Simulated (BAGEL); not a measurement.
# CH3AlF2 (SMILES [CH3][Al]([F])[F]): a chain of runs

Aim: a single-point energy (HF/6-31G*), then a single-point energy (NEVPT2(2,2)/6-31G*), then a single-point energy (CASPT2(2,2)/6-31G*) of CH3AlF2. 

The calculation is run with BAGEL 1.2.2.

1 further run of the same task is left out (set aside as unsound or not needed).

## 1. The structure to begin with

CH3AlF2: 7 atoms, total charge 0, spin state singlet. As SMILES, `[CH3][Al]([F])[F]`. The C1–H7 distance was set to 1.476 Å, away from the relaxed value.

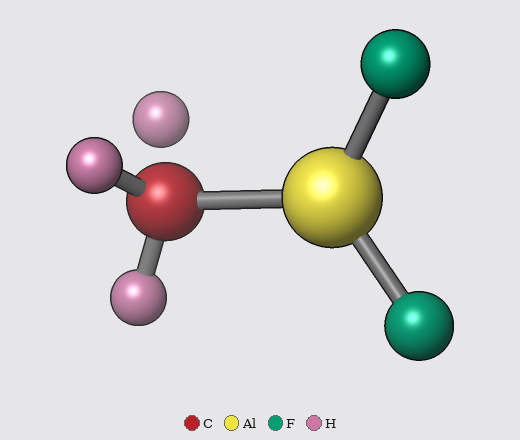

Viewed from a chosen angle; carbon red, aluminium yellow, fluorine teal, hydrogen pink.

## 2. The energy at HF/6-31G(d) (density fitting with svp-jkfit, spherical functions) (run 1)

The input, input.json:

```json
{ "bagel" : [

{
  "title" : "molecule",
  "basis" : "6-31gs.json",
  "df_basis" : "svp-jkfit",
  "angstrom" : false,
  "geometry" : [
    { "atom" : "C", "xyz" : [ -1.03131614,  1.19496265, -0.16038673 ] },
    { "atom" : "Al", "xyz" : [  0.00179713, -2.17271828,  0.75461866 ] },
    { "atom" : "F", "xyz" : [  2.30745197, -2.67028317,  2.77662562 ] },
    { "atom" : "F", "xyz" : [ -1.35219164, -4.70759690, -0.42475941 ] },
    { "atom" : "H", "xyz" : [ -2.58504896,  1.17625436, -1.51607625 ] },
    { "atom" : "H", "xyz" : [ -1.63565056,  2.25056366,  1.50975322 ] },
    { "atom" : "H", "xyz" : [  1.09811985,  2.60574335, -1.28161226 ] }
  ]
},
{ "title" : "hf" },
{ "title" : "print", "file" : "orbitals.molden", "orbitals" : true }

]}
```

The basis set 6-31G* is read from a file made from the Basis Set Exchange's data (not shown).

Command:

```sh
$ BAGEL_NUM_THREADS=1 BAGEL input.json > input.out
```

The log of the run:

```text
* using 1 threads per process

  ===============================================================
  ===============================================================

  *** Geometry ***

  { "atom" : "C", "xyz" : [     -1.031316,      1.194963,     -0.160387 ] },
  { "atom" : "Al", "xyz" : [      0.001797,     -2.172718,      0.754619 ] },
  { "atom" : "F", "xyz" : [      2.307452,     -2.670283,      2.776626 ] },
  { "atom" : "F", "xyz" : [     -1.352192,     -4.707597,     -0.424759 ] },
  { "atom" : "H", "xyz" : [     -2.585049,      1.176254,     -1.516076 ] },
  { "atom" : "H", "xyz" : [     -1.635651,      2.250564,      1.509753 ] },
  { "atom" : "H", "xyz" : [      1.098120,      2.605743,     -1.281612 ] },

  Number of auxiliary basis functions:      411

  Since a DF basis is specified, we compute 2- and 3-index integrals:
    o Being stored without compression. Storage requirement is 0.014 GB

  Number of basis functions:       66
  Number of electrons      :       40

    * METHOD: MOLECULE                             0.17

  *** RHF ***

  === Nuclear Repulsion ===
   154.8569102190

      * DIIS with orbital gradients will be used.

  === RHF iteration (6-31gs.json) ===
      0       -480.23653700          0.02731792           0.04
      1       -480.40998465          0.01733341           0.04
      2       -480.50284009          0.00150555           0.04
[... 9 lines of this table left out ...]
     12       -480.50431739          0.00000001           0.04
    * SCF iteration converged.

    * Permanent dipole moment:
           (    0.371854,    -0.720356,     0.154699) a.u.

    * METHOD: HF                                   0.68

    * METHOD: PRINT                                0.01

  ===============================================================
```

Wall time 0.99 s (1 thread of Arm Neoverse V1, shared host); peak memory 0.15 GiB.

## 3. A single-point energy at NEVPT2(2,2)/6-31G(d) (density fitting with svp-jkfit, spherical functions) (run 2)

The input, input.json:

```json
{ "bagel": [

{
  "title": "molecule",
  "basis": "6-31gs.json",
  "df_basis": "svp-jkfit",
  "angstrom": false,
  "geometry": [
    { "atom": "C", "xyz": [    -1.03131614,     1.19496265,    -0.16038673 ] },
    { "atom": "Al", "xyz": [     0.00179713,    -2.17271828,     0.75461866 ] },
    { "atom": "F", "xyz": [     2.30745197,    -2.67028317,     2.77662562 ] },
    { "atom": "F", "xyz": [    -1.35219164,    -4.70759690,    -0.42475941 ] },
    { "atom": "H", "xyz": [    -2.58504896,     1.17625436,    -1.51607625 ] },
    { "atom": "H", "xyz": [    -1.63565056,     2.25056366,     1.50975322 ] },
    { "atom": "H", "xyz": [     1.09811985,     2.60574335,    -1.28161226 ] }
  ]
},

{ "title": "hf" },

{ "title": "nevpt2", "nstate": 1, "nact": 2, "nclosed": 19, "active": [19, 25], "maxiter": 200, "natocc": true, "ncore": 8 },

{ "title": "print", "file": "orbitals.molden", "orbitals": true }

]}
```

The basis set 6-31G* is read from a file made from the Basis Set Exchange's data (not shown).

Command:

```sh
$ BAGEL_NUM_THREADS=1 BAGEL input.json > input.out
```

The log of the run:

```text
* using 1 threads per process

  ===============================================================
  ===============================================================

  *** Geometry ***

[... 31 lines left out ...]
    * SCF iteration converged.
[... 1 line left out ...]
    * Permanent dipole moment:
[... 28 lines left out ...]
    * Second-order optimization converged. *
[... 9 lines left out ...]
     * ci vector, state   0, <S^2> = 0.0000
       2.     0.9857126885
       .2    -0.1684354348

  === DF-NEVPT2 calculation ===

    * 3-index integral transformation done
    * assembly done

      NEVPT2 correlation energy:   -0.5108908858      0.10

          (+0)     -0.4656168113
          (+0)'    -0.0147033847
          (+1)     -0.0045491929
          (+1)'    -0.0000000000
          (+2)     -0.0003442786
          (-1)     -0.0223219739
          (-1)'     0.0000000000
          (-2)     -0.0033552444

      NEVPT2 total energy:       -481.0423043428

    * METHOD: NEVPT2                               2.60

    * METHOD: PRINT                                0.01

  ===============================================================
```

Run time: 3.6 s. Hardware: 1 thread of Arm Neoverse V1, shared host; peak memory 0.15 GiB.

## 4. The energy at CASPT2(2,2)/6-31G(d) (density fitting with svp-jkfit, spherical functions) (run 3)

The input, caspt2.json:

```json
{ "bagel" : [

{
  "title" : "molecule",
  "basis" : "6-31gs.json",
  "df_basis" : "svp-jkfit",
  "angstrom" : "false",
  "geometry" : [
    { "atom" : "C", "xyz" : [ -1.03131614,  1.19496265, -0.16038673 ] },
    { "atom" : "Al", "xyz" : [  0.00179713, -2.17271828,  0.75461866 ] },
    { "atom" : "F", "xyz" : [  2.30745197, -2.67028317,  2.77662562 ] },
    { "atom" : "F", "xyz" : [ -1.35219164, -4.70759690, -0.42475941 ] },
    { "atom" : "H", "xyz" : [ -2.58504896,  1.17625436, -1.51607625 ] },
    { "atom" : "H", "xyz" : [ -1.63565056,  2.25056366,  1.50975322 ] },
    { "atom" : "H", "xyz" : [  1.09811985,  2.60574335, -1.28161226 ] }
  ]
},
{
  "title" : "hf"
},
{
  "title" : "casscf",
  "nstate" : 1,
  "nact" : 2,
  "nclosed" : 19,
  "active" : [19, 25],
  "maxiter" : 200,
  "natocc" : "true"
},
{
  "title" : "print",
  "file" : "orbitals.molden",
  "orbitals" : "true"
},
{
  "title" : "smith",
  "method" : "caspt2",
  "ms" : "true",
  "xms" : "true",
  "sssr" : "true",
  "shift" : 0.2,
  "shift_imag" : "true",
  "ncore" : 8
}

]}
```

The basis set 6-31G* is read from a file made from the Basis Set Exchange's data (not shown).

Command:

```sh
$ BAGEL_NUM_THREADS=1 BAGEL caspt2.json > caspt2.out
```

The log of the run:

```text
* using 1 threads per process

  ===============================================================
  ===============================================================

  *** Geometry ***

[... 33 lines left out ...]
    * Permanent dipole moment:
[... 37 lines left out ...]
     * ci vector, state   0, <S^2> = 0.0000
[... 21 lines left out ...]
       #      aibj      arbs      arbi      airj      risj      airs      arst      rist         Etot      error   time
[... 9 lines left out ...]
      ------------------------------------------------------------------------------------------------------------------

    * CASPT2 energy : state  0     -481.0435799050
        w/o shift correction       -481.0417941754
        reference weight              0.8784804958

    * METHOD: SMITH                                0.50

  ===============================================================
```

Wall time 3.9 s (1 thread of Arm Neoverse V1, shared host); peak memory 0.15 GiB.

## 5. Summary of results

| quantity | value |
| --- | --- |
| run 1, HF/6-31G*: total energy | -480.50432 Eh |
| run 1, HF/6-31G*: dipole moment | 2.10 D |
| run 1, HF/6-31G*: HOMO energy | -12.24 eV |
| run 1, HF/6-31G*: LUMO energy | 2.23 eV |
| run 1, HF/6-31G*: HOMO–LUMO gap | 14.48 eV |
| run 2, NEVPT2(2,2)/6-31G*: total energy | -481.04230 Eh |
| run 3, CASPT2(2,2)/6-31G*: total energy | -481.04358 Eh |
